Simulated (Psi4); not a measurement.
**C2HF2Ge (SMILES C#[C][Ge]([F])[F]): UHF/STO-3G**

Aim: the vertical ionisation energy of C2HF2Ge at UHF/STO-3G, from 2 runs. 

The calculation is run with Psi4 1.11.

1 further run of the same task is left out (it didn't finish). Runs told in other sessions of the task aren't counted.

### 1 The molecule

The species is C2HF2Ge (6 atoms), meant as a doublet with charge 0. As SMILES, `C#[C][Ge]([F])[F]`. Geometry: relaxed at PBE0-D4/def2-TZVP.

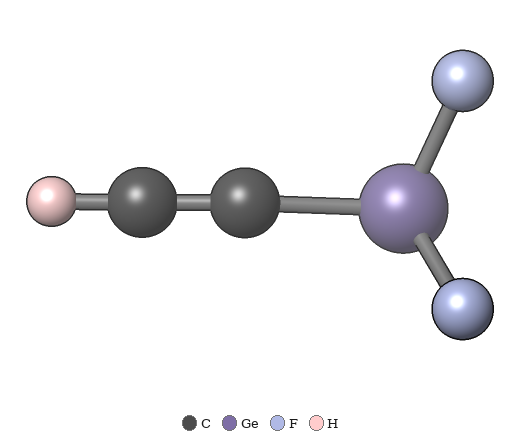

Viewed from a chosen angle; carbon dark grey, germanium purple, fluorine light blue, hydrogen pink.

### 2 Energy and forces at UHF/STO-3G

Contents of calc.dat:

```
memory 2.2 GB

molecule mol {
  0 2
  C     -0.35923694     0.97963402     3.19911736
  C     -0.24831001     0.38588207     1.00212176
  Ge    -0.54726469    -0.26399474    -2.50029664
  F     -0.52269825    -3.49712717    -2.95761036
  F      2.15976799     0.80143285    -3.98392062
  H     -0.40288961     1.47341946     5.15328314
  units bohr
  symmetry c1
  no_reorient
  no_com
}

set basis STO-3G
set reference uhf
set puream true
set e_convergence 1e-09
set d_convergence 1e-06
set scf_type pk
set maxiter 150
set level_shift 0.3
set level_shift_cutoff 1e-09

gradient("scf")
print_variables()
```

Run with:

```bash
psi4 -n 1 calc.dat calc.out
```

calc.out:

```text
[...]
  Running in c1 symmetry.
[...]
  Nuclear repulsion =  338.439494839305610
[...]
  Multiplicity = 2
[...]
  Nalpha       = 32
  Nbeta        = 31
[...]
    Number of basis functions: 39
[...]
   @UHF iter   1: -2322.65514533526766   -4.14629e+00   1.76928e-02 ADIIS/DIIS/SHIFT
[...]
   @UHF iter  23: -2323.13335485583502   -3.85171e-10   1.49073e-07 DIIS/SHIFT
[...]
   @S^2 Observed:                9.418240658E-01
[...]
    Orbital Energies [Eh]
    ---------------------
    Alpha Occupied:
       1A   -400.591785     2A    -50.435363     3A    -45.500720
       4A    -45.498096     5A    -45.498017     6A    -25.844610
       7A    -25.844451     8A    -10.992856     9A    -10.936635
      10A     -6.529335    11A     -4.573751    12A     -4.568134
      13A     -4.567828    14A     -1.445635    15A     -1.430635
      16A     -0.949413    17A     -0.720453    18A     -0.707995
      19A     -0.706554    20A     -0.705464    21A     -0.705419
      22A     -0.685670    23A     -0.623302    24A     -0.518130
      25A     -0.492555    26A     -0.487199    27A     -0.445609
      28A     -0.413018    29A     -0.411257    30A     -0.359144
      31A     -0.347835    32A     -0.263259
[...]
  @UHF Final Energy: -2323.13335485583502
   => Energetics <=
    Nuclear Repulsion Energy =            338.4394948393056097
    One-Electron Energy =               -3936.1133421848385296
    Two-Electron Energy =                1274.5404924896974990
    Total Energy =                      -2323.1333548558354778
  UHF NO Occupations:
  HONO-2 :   30  A 1.9612884
  HONO-1 :   31  A 1.9471453
  HONO-0 :   32  A 1.0000000
  LUNO+0 :   33  A 0.0528547
  LUNO+1 :   34  A 0.0387116
[...]
 Multipole Moments:
 ------------------------------------------------------------------------------------
     Multipole            Electronic (a.u.)      Nuclear  (a.u.)        Total (a.u.)
 ------------------------------------------------------------------------------------
 L = 1.  Multiply by 2.5417464519 to convert [e a0] to [Debye]
 Dipole X            :          6.2429337           -6.8270137           -0.5840800
 Dipole Y            :         23.4259081          -23.0425646            0.3833436
 Dipole Z            :        112.2022965         -112.1225534            0.0797430
 Magnitude           :                                                    0.7031790
[...]
  -Total Gradient:
     Atom            X                  Y                   Z
    ------   -----------------  -----------------  -----------------
       1       -0.003249951090     0.010737648618     0.036482319651
       2        0.005493107880    -0.004111267673    -0.002903907049
       3       -0.022159301452     0.009692136594    -0.017076801438
       4       -0.001613878278    -0.026301655470    -0.003682830714
       5        0.021235188616     0.010261863615    -0.012426485658
       6        0.000294834334    -0.000278725679    -0.000392294690
[...]
```

Run time: 1.6 s. Hardware: 1 thread of Intel Xeon 6975P-C (Granite Rapids), shared host; peak memory 0.2 GiB.

### 3 The singlet cation: the energy at HF/STO-3G

Contents of job.in:

```
memory 2200 mb

molecule molecule1 {
  1 1
  C     -0.190100     0.518400     1.692900
  C     -0.131400     0.204200     0.530300
  Ge    -0.289600    -0.139700    -1.323100
  F     -0.276600    -1.850600    -1.565100
  F      1.142900     0.424100    -2.108200
  H     -0.213200     0.779700     2.727000
  symmetry c1
}

set basis STO-3G
set puream true
set e_convergence 1e-09
set d_convergence 1e-08
set scf_type pk

e_tot, wfn = energy('scf', return_wfn=True)
oeprop(wfn, 'LOWDIN_CHARGES', 'DIPOLE', 'MULLIKEN_CHARGES')
print_variables()
```

Run with:

```bash
psi4 -n 1 job.in job.out
```

job.out:

```text
[...]
  Running in c1 symmetry.
[...]
  Nuclear repulsion =  338.439495053189944
[...]
  Multiplicity = 1
[...]
  Nalpha       = 31
  Nbeta        = 31
[...]
    Number of basis functions: 39
[...]
   @RHF iter   1: -2322.15255186987270   -3.64370e+00   2.16797e-02 DIIS/ADIIS
[...]
   @RHF iter  15: -2322.88999602004924   -2.27374e-12   7.22186e-09 DIIS
[...]
    Orbital Energies [Eh]
    ---------------------
    Doubly Occupied:
       1A   -400.963113     2A    -50.802491     3A    -45.868173
       4A    -45.866046     5A    -45.865649     6A    -26.198452
       7A    -26.198302     8A    -11.267004     9A    -11.207781
      10A     -6.886726    11A     -4.929528    12A     -4.926549
      13A     -4.925375    14A     -1.731346    15A     -1.716976
      16A     -1.179828    17A     -1.069223    18A     -1.068235
      19A     -1.066933    20A     -1.065082    21A     -1.062202
      22A     -0.932055    23A     -0.856503    24A     -0.789407
      25A     -0.762779    26A     -0.752549    27A     -0.717318
      28A     -0.697806    29A     -0.691217    30A     -0.573367
      31A     -0.570766
[...]
  @RHF Final Energy: -2322.88999602004924
   => Energetics <=
    Nuclear Repulsion Energy =            338.4394950531899440
    One-Electron Energy =               -3916.2414244183619303
    Two-Electron Energy =                1254.9119333451226339
    Total Energy =                      -2322.8899960200492387
[...]
 Multipole Moments:
 ------------------------------------------------------------------------------------
     Multipole            Electronic (a.u.)      Nuclear  (a.u.)        Total (a.u.)
 ------------------------------------------------------------------------------------
 L = 1.  Multiply by 2.5417464519 to convert [e a0] to [Debye]
 Dipole X            :         -2.1333553            1.0174442           -1.1159111
 Dipole Y            :         -0.4978569            1.2773611            0.7795042
 Dipole Z            :         -7.6588640            8.0078096            0.3489455
 Magnitude           :                                                    1.4052215
[...]
  Mulliken Charges: (a.u.)
   Center  Symbol    Alpha    Beta     Spin     Total
       1     C     2.98042  2.98042  0.00000  0.03915
       2     C     3.11309  3.11309  0.00000 -0.22617
       3    GE    15.34246 15.34246  0.00000  1.31508
       4     F     4.57726  4.57726  0.00000 -0.15452
       5     F     4.57724  4.57724  0.00000 -0.15448
       6     H     0.40953  0.40953  0.00000  0.18094
   Total alpha = 31.00000, Total beta = 31.00000, Total charge =  1.00000
  Lowdin Charges: (a.u.)
   Center  Symbol    Alpha    Beta     Spin     Total
[...]
```

Run time: 1.2 s. Hardware: 1 thread of Intel Xeon 6975P-C (Granite Rapids), shared host; peak memory 0.2 GiB.

### 4 Outcome

At UHF/STO-3G:

```
                                           quantity           value
                      doublet C2HF2Ge: total energy  -2323.13335 Eh
                     doublet C2HF2Ge: dipole moment          1.79 D
doublet C2HF2Ge: HOMO energy (highest over α and β)        -7.16 eV
                              doublet C2HF2Ge: ⟨S²⟩           0.942
          doublet C2HF2Ge: largest force on an atom      1.963 eV/Å
                       singlet cation: total energy  -2322.89000 Eh
                        singlet cation: HOMO energy       -15.53 eV
                        singlet cation: LUMO energy        -5.95 eV
                      singlet cation: HOMO–LUMO gap         9.58 eV
 vertical ionisation energy (to the singlet cation)        6.622 eV
```

In words: The vertical ionisation energy comes to 6.62 eV (153 kcal/mol). The largest force (doublet C2HF2Ge) is 1.96 eV/Å: the shape isn't a stationary point for this species at this level. In a minimal basis such a difference can be off by several eV, whatever the method. ⟨S²⟩ (doublet C2HF2Ge) is 0.94 where a pure doublet has 0.75: the reference is spin-contaminated. Mulliken charges (singlet cation) run from -0.23 on C2 to +1.32 on Ge3.
